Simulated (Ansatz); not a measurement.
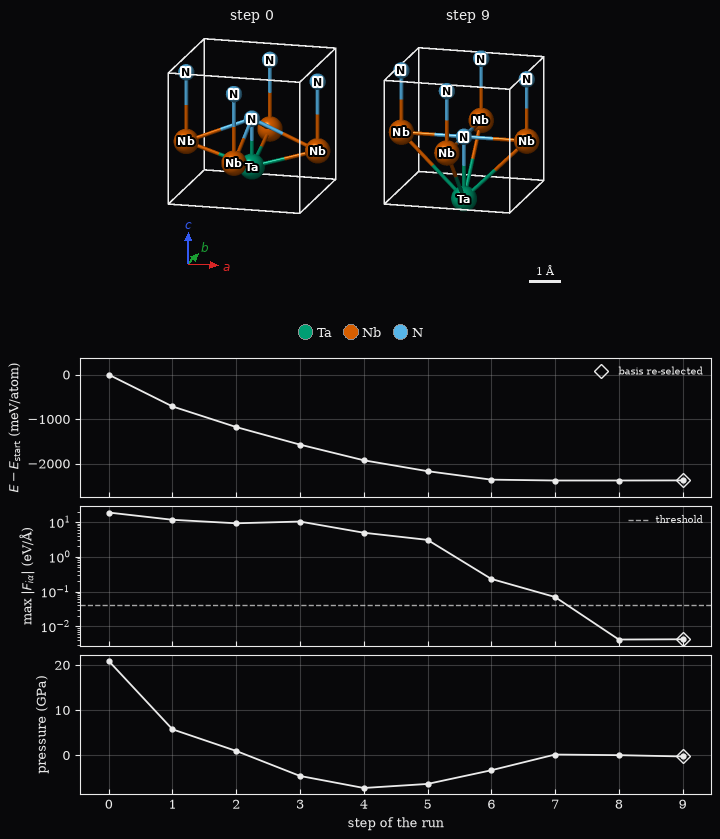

First and last geometry of a relaxation of crystalline TaNb2N3 (a generated structure, set up in P4mm) (coarse preliminary run), with the history of the run. The picture is a ball-and-stick view of the cell of the calculation, seen slightly off an axis.

The calculation used DFT PBE, scalar-relativistic, plane waves, PAW in Ansatz 0.2.0. (plane-wave cutoff 420 eV; k-point mesh 4 × 4 × 4; occupations gaussian; smearing width 0.1 eV; no spin polarisation; cell and atoms relaxed; force threshold 0.04 eV/Å; at most 70 steps)

Q: Did the run converge, and what did it change?

A: It converged. After 8 accepted moves (9 points after the start) the energy has fallen by 2377 meV per atom. Largest force component: 19 eV/Å at the start, 0.0043 eV/Å at the end. Pressure: 20.90 GPa at the start and −0.27 GPa at the end. At 1 point the geometry stayed and the basis and grid were re-selected for the new cell (energy shift of 2.2 meV per atom at most each time). The largest move relative to the cell is that of the Ta atom, 1.03 Å along −c. By element the largest moves are Ta 1.03 Å, N 0.46 Å, Nb 0.43 Å. The drawn cell changes as follows: a = b 4.516 → 4.306 Å (−4.7 %), c 4.501 → 4.247 Å (−5.6 %); the volume changes by −14.2 %. Near-neighbour distances that change, for instance: Nb–Ta 4.420 → 3.024 Å, N–Ta 2.855 → 2.123 Å, Nb–Ta 2.364 → 3.024 Å, N–Ta 2.670 → 2.153 Å. New bonds form: Nb–Ta (4.42 → 3.02 Å). Among the angles between lasting bonds that change: Ta–N–Ta 115.5° → 180.0°, Ta–Nb–Ta 145.5° → 90.8°, N–Nb–N 134.6° → 180.0°. The space group (tolerance 0.01 Å) goes from P4mm (No. 99) to P4/mmm (No. 123). Cost: 2.3 min on 1 thread of AMD EPYC (Zen 3) (shared host), peak memory 0.4 GiB.
